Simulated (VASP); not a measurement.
Band structure of W (bcc). Method: TPSS meta-GGA, VASP's PBE PAW potentials (set 64) (plane waves; VASP 6.6.1).

Unless said otherwise, spin-orbit coupling is left out, though it shifts the bands of the heavy elements here.

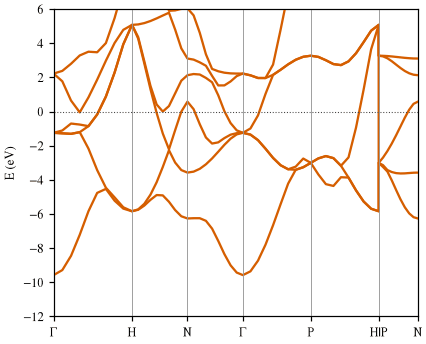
Figure. Bands along high-symmetry lines, zero at the valence-band maximum or, without a gap, the Fermi level

Question: Read the plot: is there a gap, and where are the band edges?

Answer: It has no gap at this level: it comes out as a metal or semimetal.

The compound is W in the bcc structure. It was relaxed first.
